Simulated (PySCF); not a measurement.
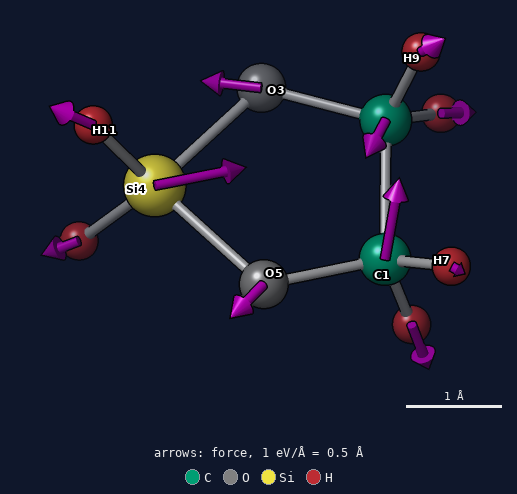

Starting geometry of C2H6O2Si with the computed forces as purple arrows. The picture is a ball-and-stick view, seen from a free direction.

The start comes from GFN2-xTB. Its atoms were then displaced at random by about 0.01 Å.

The calculation used PBE0-D3(BJ)/def2-SVP geometry optimisation, gas phase (PySCF 2.14.0, density-fitted response routines). 

Question: What follows when this structure is relaxed?

Answer: It isn't relaxed: the largest force vector, on the Si atom, is 2.09 eV/Å. The final displacements have little in common with the starting forces (cosine between the two patterns 0.23). An H atom moves most after the best rigid fit: 0.18 Å. By element the largest moves are H 0.18 Å, O 0.13 Å, Si 0.04 Å, C 0.03 Å. Near-neighbour distances that change, for instance: H–Si 1.429 → 1.488 Å, C–H 1.067 → 1.107 Å, C–C 1.569 → 1.534 Å, C–O 1.384 → 1.415 Å. Bond angles that change, for instance: H–Si–H 119.5° → 110.3°, C–O–Si 113.4° → 109.0°, O–Si–H 111.3° → 114.5°. Over 7 geometry steps the energy falls by 5.49 kcal/mol. Cost: 24 s on 1 thread of Arm Neoverse V2, with other jobs on the host.
